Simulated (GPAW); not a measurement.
## KMgF3 (Pm-3m): the F K absorption edge

Aim: the near-edge shape at the F K edge of KMgF3 (Pm-3m), and what the core hole does to it.

Program: GPAW 26.7.0. Level of theory: X-ray absorption from dipole matrix elements to empty bands, plane-wave PAW PBE. Results are calculated unless marked as measured.

## 1. The structure

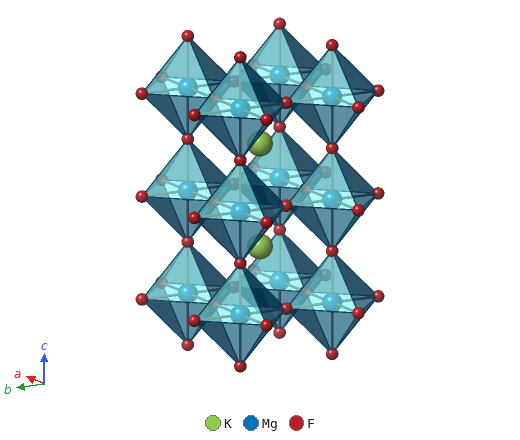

The starting structure, seen from a free direction (potassium green, magnesium blue, fluorine red). 1×1×2 cells are drawn. Some periodic images of atoms are drawn too.

Coordinates:

```cif
data_structure
_symmetry_space_group_name_H-M 'P 1'
_symmetry_Int_Tables_number 1
_cell_length_a 3.9859
_cell_length_b 3.9859
_cell_length_c 3.9859
_cell_angle_alpha 90.000
_cell_angle_beta 90.000
_cell_angle_gamma 90.000
_cell_volume 63.33
loop_
_atom_site_label
_atom_site_type_symbol
_atom_site_fract_x
_atom_site_fract_y
_atom_site_fract_z
_atom_site_occupancy
K1 K 0.50000 0.50000 0.50000 1
Mg2 Mg 0.00000 0.00000 0.00000 1
F3 F 0.00000 0.00000 0.50000 1
F4 F 0.00000 0.50000 0.00000 1
F5 F 0.50000 0.00000 0.00000 1
```

## 2. Ground state of the crystal

The ground state comes first: it tells whether the system has a gap, which decides how the excited electron is treated.

scf.py reads:

```python
import numpy as np
from ase import Atoms
from ase.parallel import parprint, paropen
from gpaw import GPAW, PW, FermiDirac, Mixer, MixerDif, setup_paths
from gpaw.test import gen
setup_paths.insert(0, '.')
gen('F', name='nch1s', xcname='PBE', corehole=(1, 0, 0), write_xml=True)
from gpaw.mpi import world
world.barrier()

atoms = Atoms('KMgF3',
    cell=[[3.9859, 0, 0],
     [0, 3.9859, 0],
     [0, 0, 3.9859]],
    scaled_positions=[[0.5, 0.5, 0.5],
     [0, 0, 0],
     [0, 0, 0.5],
     [0, 0.5, 0],
     [0.5, 0, 0]],
    pbc=True)
atoms.calc = calc = GPAW(legacy_gpaw=True, mode=PW(500), xc='PBE', setups={2: 'nch1s'},
    kpts={'size': (6, 6, 6), 'gamma': True}, occupations=FermiDirac(0.05),
    charge=0, mixer=Mixer(0.1, 5, 50), maxiter=150,
    convergence={'density': 0.0001}, txt='scf.txt')
energy = atoms.get_potential_energy() + calc.get_reference_energy()
ef = calc.get_fermi_level()
out = dict(energy=energy, fermi=ef, forces=atoms.get_forces().tolist())
parprint(f'all-electron energy {energy:.4f} eV, Fermi level {ef:.4f} eV')
ev = np.array([[calc.get_eigenvalues(k, s) for k in range(len(calc.get_ibz_k_points()))] for s in range(calc.get_number_of_spins())])
out['homo'], out['lumo'], out['counts'] = ev[ev < ef].max(), ev[ev > ef].min(), sorted(set((ev < ef).sum((0, 2)).tolist()))
out['filled'] = (ev[:, 0] < ef).sum(1).tolist()
import json
with paropen('out.json', 'w') as f:
    json.dump(out, f)
```

Run with:

```
$ OMP_NUM_THREADS=1 mpirun -n 4 gpaw python scf.py
```

Numbers of over 12 decimals in the logs are rounded to 6 here.

The log of the run:

```text
Input parameters:
  convergence: {density: 0.0001}
  kpts: {gamma: True,
         size: (6, 6, 6)}
  maxiter: 150
  mixer: {backend: pulay,
          beta: 0.1,
          method: separate,
          nmaxold: 5,
          weight: 50}
  mode: {ecut: 500.0,
         name: pw}
  occupations: {fixmagmom: False,
                name: fermi-dirac,
                width: 0.05}
  setups: {2: nch1s}
  xc: PBE

Initialize ...

[... PAW data sets ...]

Reference energy: -29974.140604  # eV

Spin-paired calculation

[... convergence settings ...]
Symmetries present (total): 16
  [... symmetry matrices ...]

216 k-points: 6 x 6 x 6 Monkhorst-Pack grid + [1/12,1/12,1/12]
40 k-points in the irreducible part of the Brillouin zone
       k-points in crystal coordinates                weights
   0:     0.00000000    0.00000000    0.00000000          1/216
   1:     0.00000000    0.00000000    0.16666667          2/216
   2:     0.00000000    0.00000000    0.33333333          2/216
   3:     0.00000000    0.00000000    0.50000000          1/216
   4:     0.16666667    0.00000000    0.00000000          4/216
   5:     0.16666667    0.00000000    0.16666667          8/216
   6:     0.16666667    0.00000000    0.33333333          8/216
   7:     0.16666667    0.00000000    0.50000000          4/216
   8:     0.16666667    0.16666667    0.00000000          4/216
   9:     0.16666667    0.16666667    0.16666667          8/216
          ...
  39:     0.50000000    0.50000000    0.50000000          1/216

Wave functions: Plane wave expansion
  Cutoff energy: 500.000 eV
  Number of coefficients (min, max): 1575, 1640
  Pulay-stress correction: 0.000000 eV/Ang^3 (de/decut=0.000000)
  Using FFTW library
  Wavefunction extrapolation:
    Improved wavefunction reuse through dual PAW basis

Occupation numbers: Fermi-Dirac:
  width: 0.0500  # eV

Eigensolver
   Davidson(niter=2)

Densities:
  Coarse grid: 21*21*21 grid
  Fine grid: 42*42*42 grid
  Total Charge: 0.000000

Density mixing:
  Method: separate
  Backend: pulay
  Linear mixing parameter: 0.1
  old densities: 5
  Width of damping distribution: 1.1
  Damping of long wavelength oscillations: 50

[... Hamiltonian set-up ...]
Number of atoms: 5
Number of atomic orbitals: 25
Number of bands in calculation: 25
Number of valence electrons: 40
Bands to converge: occupied

... initialized

Initializing position-dependent things.

Density initialized from atomic densities
Creating initial wave functions:
  25 bands from LCAO basis set

Positions:
   0 K      1.992950    1.992950    1.992950    ( 0.0000,  0.0000,  0.0000)
   1 Mg     0.000000    0.000000    0.000000    ( 0.0000,  0.0000,  0.0000)
   2 F      0.000000    0.000000    1.992950    ( 0.0000,  0.0000,  0.0000)
   3 F      0.000000    1.992950    0.000000    ( 0.0000,  0.0000,  0.0000)
   4 F      1.992950    0.000000    0.000000    ( 0.0000,  0.0000,  0.0000)

Unit cell:
           periodic     x           y           z      points  spacing
  1. axis:    yes    3.985900    0.000000    0.000000    21     0.1898
  2. axis:    yes    0.000000    3.985900    0.000000    21     0.1898
  3. axis:    yes    0.000000    0.000000    3.985900    21     0.1898

  Lengths:   3.985900   3.985900   3.985900
  Angles:   90.000000  90.000000  90.000000

Effective grid spacing dv^(1/3) = 0.1898

iter:   1   -25.408729
iter:   2   -24.793922   -0.72  -1.25
iter:   3   -24.129204   -0.48  -1.34
iter:   4   -24.244135   -0.98  -1.54
iter:   5   -24.199899   -1.62  -1.83
iter:   6   -24.199746   -2.41  -2.60
iter:   7   -24.197940c  -3.72  -2.73
iter:   8   -24.197100c  -3.59  -2.89
iter:   9   -24.197404c  -4.36  -3.33
iter:  10   -24.197127c  -4.33  -3.17
iter:  11   -24.197125c  -4.99  -3.97
iter:  12   -24.197125c  -6.56  -4.34c
iter:  13   -24.197126c  -6.74  -4.51c
iter:  14   -24.197125c  -6.18  -4.41c
iter:  15   -24.197125c  -7.68c -4.69c

Converged after 15 iterations.

Dipole moment: (-0.000000, -0.000000, -0.000000) |e|*Ang

Energy contributions relative to reference atoms: (reference = -29974.140604)

Kinetic:        +25.457252
Potential:      -22.472039
External:        +0.000000
XC:             -27.176397
Entropy (-ST):   -0.000000
Local:           -0.005941
SIC:             +0.000000
--------------------------
Free energy:    -24.197125
Extrapolated:   -24.197125

Showing only first 2 kpts
 Kpt  Band  Eigenvalues  Occupancy
  0    18      0.23969    2.00000
  0    19      0.23976    2.00000
  0    20      7.87525    0.00000
  0    21     10.61548    0.00000

  1    18      0.18706    2.00000
  1    19      0.18706    2.00000
  1    20      8.35761    0.00000
  1    21     10.90040    0.00000

Fermi level: 2.82266

Gap: 7.319 eV
Transition (v -> c):
  (s=0, k=39, n=19, [0.50, 0.50, 0.50]) -> (s=0, k=0, n=20, [0.00, 0.00, 0.00])
Direct/indirect transitions are different
Direct gap: 7.635 eV
Transition at: (s=0, k=0, n=19, [0.00, 0.00, 0.00])

Forces in eV/Ang:
  0 K    -0.00000   -0.00000    0.00000
  1 Mg    0.00000    0.00000    0.00000
  2 F    -0.00000   -0.00000    0.00000
  3 F     0.00000   -0.00000    0.00000
  4 F    -0.00000    0.00000    0.00000
Scalar-relativistic atomic PBE calculation for F (Fluorine, Z=9)
Core hole in 1s state (1s occupation: 2.0)
300 radial gridpoints.
|------------------------------------------------|
|------------------------------------------------|
[... the atom generator's iteration count ...]

Energy contributions:
-------------------------
Kinetic:      +99.650231
XC:           -10.213739
Potential:   -189.177126
-------------------------
Total:        -99.740635

state      eigenvalue         ekin         rmax
-----------------------------------------------
1s^2.0 :   -24.376589    37.227293        0.114
2s^2.0 :    -1.098729     4.184364        0.764
2p^5.0 :    -0.408283     3.365383        0.707
-----------------------------------------------
(units: Bohr and Hartree)

Generating PAW setup
Kinetic energy of the core from tauc = 74.529793
Cutoffs:
rc(s)=1.200
rc(p)=1.200
rc(d)=1.200
rc(vbar)=1.080
rc(comp)=1.200
rc(nct)=1.200

Kinetic energy of the core states: 74.454586
Charge: 0.0
Core electrons: 2.0
Valence electrons: 7.0
Pseudo-core charge: 0.000368
Shape function alpha=6.944
Pseudo-electron charge 6.025586
state    eigenvalue         norm
--------------------------------
2s(2) :    -1.098729     1.064204
*s    :    -0.098729
2p(5) :    -0.408283     0.779362
*p    :     0.591717
*d    :     0.000000
--------------------------------

Diagonalizing with gridspacing h=0.050

state   all-electron     PAW
-------------------------------
2s:      -1.098729    -1.100423
2p:      -0.408283    -0.410405
*d:                    0.052031
*f:                    0.079032
-------------------------------
all-electron energy -29998.3377 eV, Fermi level 2.8227 eV
```

It took 12 s on 4 MPI ranks of Arm Neoverse V2, shared host; peak memory 0.19 GiB; 43 s of CPU time.

The mesh shows a gap of 7.32 eV, so the hole is first treated in a charged cell, without the excited electron.

## 3. Spectrum without a core hole, F atom 3

Without a hole the spectrum is the empty density of states of the right symmetry on the absorber, weighted by matrix elements. It needs only the small cell and serves as the baseline. The data set with a hole of occupation 0 only carries the core orbital.

The absorber has 2 Mg at 1.99 Å (linear, site symmetry 4/mmm).

xas.py reads:

```python
import numpy as np
from ase import Atoms
from ase.parallel import parprint, paropen
from gpaw import GPAW, PW, FermiDirac, Mixer, MixerDif, setup_paths
from gpaw.test import gen
setup_paths.insert(0, '.')
gen('F', name='nch1s', xcname='PBE', corehole=(1, 0, 0), write_xml=True)
from gpaw.mpi import world
world.barrier()

atoms = Atoms('KMgF3',
    cell=[[3.9859, 0, 0],
     [0, 3.9859, 0],
     [0, 0, 3.9859]],
    scaled_positions=[[0.5, 0.5, 0.5],
     [0, 0, 0],
     [0, 0, 0.5],
     [0, 0.5, 0],
     [0.5, 0, 0]],
    pbc=True)
atoms.calc = calc = GPAW(legacy_gpaw=True, mode=PW(500), xc='PBE', setups={2: 'nch1s'},
    kpts={'size': (6, 6, 6), 'gamma': True}, occupations=FermiDirac(0.02),
    charge=0, mixer=Mixer(0.1, 5, 50), maxiter=150,
    convergence={'density': 0.0001}, txt='scf.txt')
energy = atoms.get_potential_energy() + calc.get_reference_energy()
ef = calc.get_fermi_level()
out = dict(energy=energy, fermi=ef, forces=atoms.get_forces().tolist())
parprint(f'all-electron energy {energy:.4f} eV, Fermi level {ef:.4f} eV')
ev = np.array([[calc.get_eigenvalues(k, s) for k in range(len(calc.get_ibz_k_points()))] for s in range(calc.get_number_of_spins())])
out['homo'], out['lumo'], out['counts'] = ev[ev < ef].max(), ev[ev > ef].min(), sorted(set((ev < ef).sum((0, 2)).tolist()))
out['filled'] = (ev[:, 0] < ef).sum(1).tolist()

from ase.units import Ha
from gpaw.xas import dipole_matrix_elements
nb = int(calc.get_number_of_electrons() / 2) + 41
top, nb = nb, nb + 8 + nb // 12
nscf = calc.fixed_density(kpts={'size': (6, 6, 6), 'gamma': True}, nbands=nb,
    convergence={'bands': top, 'eigenstates': 1e-5}, maxiter=60, txt='nscf.txt')
cell = atoms.cell.array
ops = [cell.T @ U.T @ np.linalg.inv(cell.T) for U in nscf.wfs.kd.symmetry.op_scc]
filled = [20]  # bands filled in the ground state, by spin
E = np.arange(-25, 34, 0.1)
fwhm = np.interp(E, [4, 25], [0.9, 3.5])
Y, X, zero, highest = 0, 0, 1e9, 1e9
for spin in range(nscf.get_number_of_spins()):
    wfs = nscf.wfs
    A = dipole_matrix_elements(wfs.setups[2])
    eps = np.zeros((wfs.kd.nibzkpts, nb))
    d = np.zeros((3, A.shape[1], wfs.kd.nibzkpts, nb), complex)
    for kpt in wfs.kpt_u:
        if kpt.s == spin and 2 in kpt.P_ani:
            eps[kpt.k] = kpt.eps_n * Ha
            d[:, :, kpt.k] = (kpt.weight * wfs.nspins / 2) ** 0.5 * np.inner(A, kpt.P_ani[2])
    world.sum(eps)
    world.sum(d)
    T = np.einsum('amkn,bmkn->abkn', d, d.conj()).real
    T = sum(np.einsum('ai,ijkn,bj->abkn', R, T, R) for R in ops) / len(ops)
    empty = np.ones_like(eps, bool) & (np.arange(nb) >= filled[spin])
    zero, highest = min(zero, eps[empty].min()), min(highest, eps[:, top - 1].min())
    lines = [(eps, T, empty)] if spin == 0 else lines + [(eps, T, empty)]
for eps, T, empty in lines:
    f = np.einsum('aakn->akn', T).reshape(3, -1)
    x = eps.ravel() - zero
    w = np.interp(x, E, fwhm) / 2.35482
    g = np.exp(-0.5 * ((E[:, None] - x) / w) ** 2) / (w * (2 * np.pi) ** 0.5)
    Y = Y + (f * empty.ravel()) @ g.T
    X = X + (f * ~empty.ravel()) @ g.T
out.update(E=E.round(2).tolist(), xas=Y.tolist(), xes=X.tolist(), zero=zero, valid=highest - zero, nk=len(eps), nb=nb)
for i in range(0, len(E), 10):
    parprint(f'{E[i]:7.2f}', *(f'{v:10.3e}' for v in Y[:, i]))
import json
with paropen('out.json', 'w') as f:
    json.dump(out, f)
```

Run with:

```
$ OMP_NUM_THREADS=1 mpirun -n 4 gpaw python xas.py
```

The log of the run:

```text
Input parameters:
  convergence: {density: 0.0001}
  kpts: {gamma: True,
         size: (6, 6, 6)}
  maxiter: 150
  mixer: {backend: pulay,
          beta: 0.1,
          method: separate,
          nmaxold: 5,
          weight: 50}
  mode: {ecut: 500.0,
         name: pw}
  occupations: {fixmagmom: False,
                name: fermi-dirac,
                width: 0.02}
  setups: {2: nch1s}
  xc: PBE

Initialize ...

[...]
*p    :     0.591717
*d    :     0.000000
--------------------------------

Diagonalizing with gridspacing h=0.050

state   all-electron     PAW
-------------------------------
2s:      -1.098729    -1.100423
2p:      -0.408283    -0.410405
*d:                    0.052031
*f:                    0.079032
-------------------------------
all-electron energy -29998.3377 eV, Fermi level 2.8227 eV
[...]
32.00  4.573e-05  4.573e-05  2.246e-05
  33.00  4.360e-05  4.360e-05  2.102e-05
[key lines of the parts left out:]
Converged after 15 iterations.
Dipole moment: (-0.000000, -0.000000, -0.000000) |e|*Ang
Free energy:    -24.197125
Fermi level: 2.82266
```

Elapsed: 23 s, on 4 MPI ranks; peak memory 0.26 GiB; 90 s of CPU time.

The F K spectrum, F atom 3, no core hole (energy from the lowest empty level; intensity scaled to a mean of 1 over the first 20 eV):

```
E (eV)  intensity
  -2.0       0.00
  -0.5       0.00
   1.0       0.08
   2.5       0.42
   4.0       1.45
   5.5       2.21
   7.0       1.23
   8.5       2.09
  10.0       1.72
  11.5       0.76
  13.0       0.52
  14.5       0.42
  16.0       0.72
  17.5       1.00
  19.0       0.87
  20.5       0.74
  22.0       0.88
  23.5       0.99
  25.0       0.95
  26.5       0.90
  28.0       0.81
  29.5       0.77
  31.0       0.82
```

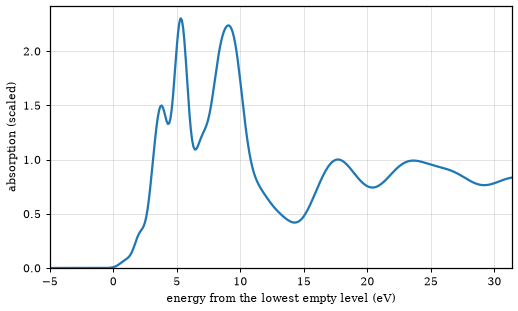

The F K edge, F atom 3, no core hole: main maxima at 3.8, 5.3 and 9.1 eV.

Main maxima below 24 eV (height): 3.8 eV (1.50), 5.3 eV (2.30), 9.1 eV (2.24), 17.7 eV (1.00) and 23.6 eV (0.99). A K edge sees empty p states on the absorber.

The same matrix elements for filled bands give the F K emission of F atom 3 (ground-state approximation; energy from the lowest empty level, largest value 1):

```
E (eV)  emission
 -24.0      0.00
 -22.5      0.00
 -21.0      0.00
 -19.5      0.00
 -18.0      0.00
 -16.5      0.00
 -15.0      0.00
 -13.5      0.00
 -12.0      0.00
 -10.5      0.14
  -9.0      0.70
  -7.5      0.70
  -6.0      0.00
  -4.5      0.00
  -3.0      0.00
  -1.5      0.00
   0.0      0.00
   1.5      0.00
   3.0      0.00
```

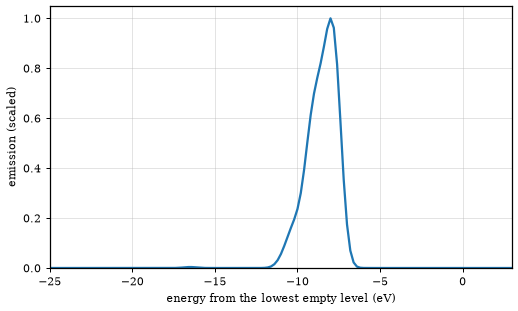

X-ray emission from the filled bands.

Emission maxima: -8.0 eV (1.00).

## 4. Supercell without a hole, the energy reference

The photon energy needs a difference of total energies, so the cell and mesh of the coming hole run are first run without a hole.

Changes to scf.py since step 2:

```diff
@@ -10,14 +10,29 @@
 
-atoms = Atoms('KMgF3',
-    cell=[[3.9859, 0, 0],
-     [0, 3.9859, 0],
-     [0, 0, 3.9859]],
-    scaled_positions=[[0.5, 0.5, 0.5],
-     [0, 0, 0],
+atoms = Atoms('K4Mg4F12',
+    cell=[[3.9859, 3.9859, 3.9859],
+     [-3.9859, 3.9859, -3.9859],
+     [-3.9859, -3.9859, 3.9859]],
+    scaled_positions=[[0.5, 0, 0],
+     [0.5, 0.5, 0.5],
      [0, 0, 0.5],
      [0, 0.5, 0],
-     [0.5, 0, 0]],
+     [0, 0, 0],
+     [0, 0.5, 0.5],
+     [0.5, 0, 0.5],
+     [0.5, 0.5, 0],
+     [0.25, 0, 0.25],
+     [0.25, 0.5, 0.75],
+     [0.75, 0, 0.75],
+     [0.75, 0.5, 0.25],
+     [0.25, 0.25, 0],
+     [0.25, 0.75, 0.5],
+     [0.75, 0.25, 0.5],
+     [0.75, 0.75, 0],
+     [0, 0.75, 0.75],
+     [0, 0.25, 0.25],
+     [0.5, 0.75, 0.25],
+     [0.5, 0.25, 0.75]],
     pbc=True)
-atoms.calc = calc = GPAW(legacy_gpaw=True, mode=PW(500), xc='PBE', setups={2: 'nch1s'},
-    kpts={'size': (6, 6, 6), 'gamma': True}, occupations=FermiDirac(0.05),
+atoms.calc = calc = GPAW(legacy_gpaw=True, mode=PW(500), xc='PBE', setups={8: 'nch1s'},
+    kpts={'size': (3, 3, 3), 'gamma': True}, occupations=FermiDirac(0.02),
     charge=0, mixer=Mixer(0.1, 5, 50), maxiter=150,
```

Run with:

```
$ OMP_NUM_THREADS=1 mpirun -n 4 gpaw python scf.py
```

The log of the run:

```text
Input parameters:
  convergence: {density: 0.0001}
  kpts: {gamma: True,
         size: (3, 3, 3)}
  maxiter: 150
  mixer: {backend: pulay,
          beta: 0.1,
          method: separate,
          nmaxold: 5,
          weight: 50}
  mode: {ecut: 500.0,
         name: pw}
  occupations: {fixmagmom: False,
                name: fermi-dirac,
                width: 0.02}
  setups: {8: nch1s}
  xc: PBE

Initialize ...

[...]
2s(2) :    -1.098729     1.064204
*s    :    -0.098729
2p(5) :    -0.408283     0.779362
*p    :     0.591717
*d    :     0.000000
--------------------------------

Diagonalizing with gridspacing h=0.050

state   all-electron     PAW
-------------------------------
2s:      -1.098729    -1.100423
2p:      -0.408283    -0.410405
*d:                    0.052031
*f:                    0.079032
-------------------------------
all-electron energy -119993.3328 eV, Fermi level 2.8197 eV
[key lines of the parts left out:]
Converged after 15 iterations.
Dipole moment: (0.000000, 0.000000, -0.000000) |e|*Ang
Free energy:    -96.770834
Fermi level: 2.81972
```

Elapsed: 36 s, on 4 MPI ranks; peak memory 0.29 GiB.

Reference energy: -119993.333 eV with the cores included.

[end of part 1 of 3]

[Banner, clock and machine lines of the logs are left out without a mark of their own.]

[Logs are printed without paths, hosts, clocks, repeated set-up lines and the standing remarks that a program may print on its own settings, such as how far it seeks lower states.]

[Hosts, paths, dates, database ids (printed as entryN), source tags and the programs' standing remarks are cut or masked in the printed files.]

[Lists of maxima count a maximum above −3 eV only where it reaches 4 % of the highest in the window and stands out from its surroundings by 2 % of it (1.5 % where it reaches 55 %); shoulders and weaker maxima are passed over, and of the rest the first, up to two pre-edge ones and the few strongest are named.]
